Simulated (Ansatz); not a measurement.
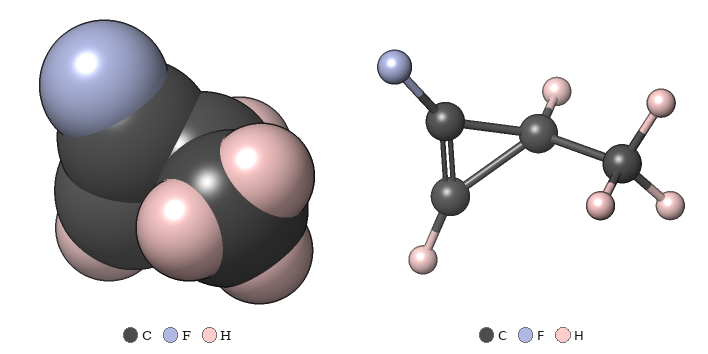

Both panels show the same species.

The geometry was computed by an optimisation with PBE0-D4/def2-TZVP.

What is the molecular formula?

C₄H₅F, 10 atoms: 4 carbon, 5 hydrogen and 1 fluorine.

Which point group does it belong to?

C1.

The parts below concern this one geometry. Atoms keep their numbers from picture to picture.

## Levels of theory compared

Program: Ansatz 0.2.0.

Compare HOMO energy (eV), HOMO–LUMO gap (eV) at these levels: HSE06 (plane-wave form)-D4/def2-TZVPP; PBE-D4/def2-TZVPP; PBE0-D4/def2-QZVPP; PBE0-D4/def2-TZVPP; r2SCAN-D4/def2-TZVPP; r2SCANh-D4/def2-TZVPP; revPBE-D4/def2-TZVPP.

```csv
level,HOMO energy (eV),HOMO–LUMO gap (eV)
HSE06 (plane-wave form)-D4/def2-TZVPP,−6.85,6.96
PBE-D4/def2-TZVPP,−6.04,5.48
PBE0-D4/def2-QZVPP,−7.27,7.66
PBE0-D4/def2-TZVPP,−7.25,7.75
r2SCAN-D4/def2-TZVPP,−6.23,5.96
r2SCANh-D4/def2-TZVPP,−6.69,6.80
revPBE-D4/def2-TZVPP,−5.98,5.53
```

## Vibrations

Harmonic vibrations computed with RKS PBE0-D4/def2-TZVP (Ansatz 0.2.0) at a stationary point of the same level.

List the wavenumbers.

24 modes: 187, 207, 355, 441, 544, 693, 750, 854, 964, 1008, 1073, 1103, 1118, 1330, 1397, 1415, 1479, 1489, 1914, 3040, 3050, 3109, 3125, 3319 cm⁻¹.

## Thermal motion

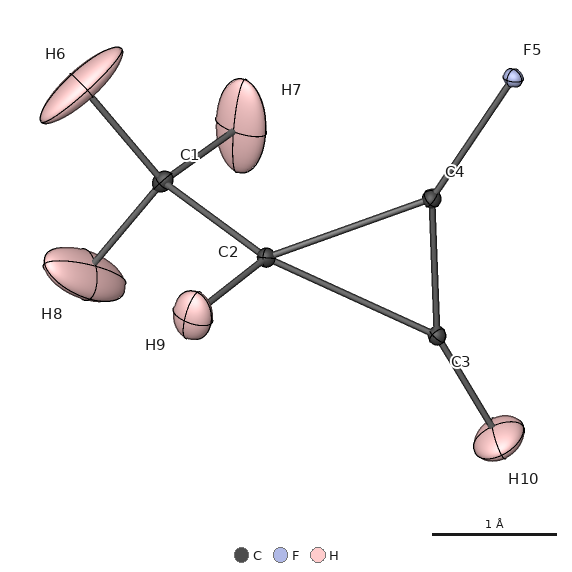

Displacement ellipsoids at the 50 % level, from the internal vibrations of the free molecule (harmonic, no overall translation or rotation; no half-axis is drawn under 0.075 Å). Vibrations computed with RKS PBE0-D4/def2-TZVP (Ansatz 0.2.0). Temperature: 298 K.

Give the displacement parameters, one line for each set of equivalent atoms.

```csv
atom,U_eq (Å²),rms amplitudes (Å)
C1,0.0021,"0.023, 0.037, 0.065"
C2,0.0018,"0.034, 0.042, 0.050"
C3,0.0016,"0.032, 0.036, 0.051"
C4,0.0020,"0.032, 0.040, 0.059"
F5,0.0016,"0.025, 0.029, 0.058"
H6,0.0355,"0.079, 0.142, 0.283"
H7,0.0356,"0.076, 0.149, 0.281"
H8,0.0366,"0.090, 0.149, 0.282"
H9,0.0131,"0.082, 0.113, 0.141"
H10,0.0201,"0.080, 0.143, 0.183"
```
